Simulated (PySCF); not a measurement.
Ge(H)2(Vi)(OH), SMILES C=[CH][GeH2][OH] (C2H6GeO), CAM-B3LYP/def2-SVP optimised geometry. Atoms within 1.6 Å of the plane z = 1.5 Å (x, y, z in Å): Ge1 (-1.54, -0.69, 0.00), O2 (-2.20, 0.97, 0.00), C3 (0.40, -0.69, 0.00), H6 (-2.08, -1.44, 1.23), H7 (-2.09, 1.44, 0.83), H8 (0.93, -0.37, 0.90).

Level of theory: CAM-B3LYP/def2-TZVP (PySCF).

Map of the deformation density (molecule minus spherical neutral atoms) (e/bohr³) on the plane z = 1.5 Å:

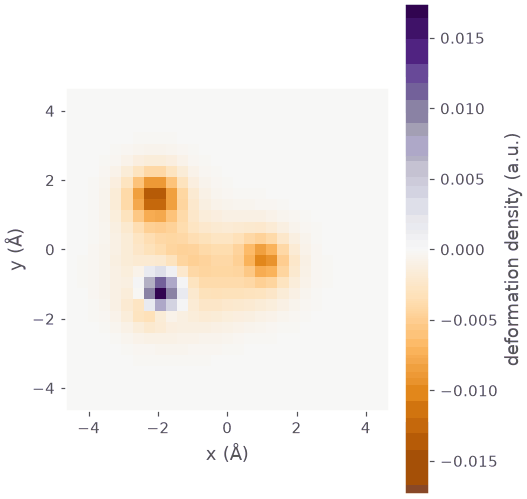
Fig. 1. Deformation density (molecule minus spherical neutral atoms) (e/bohr³) on the plane z = 1.5 Å.
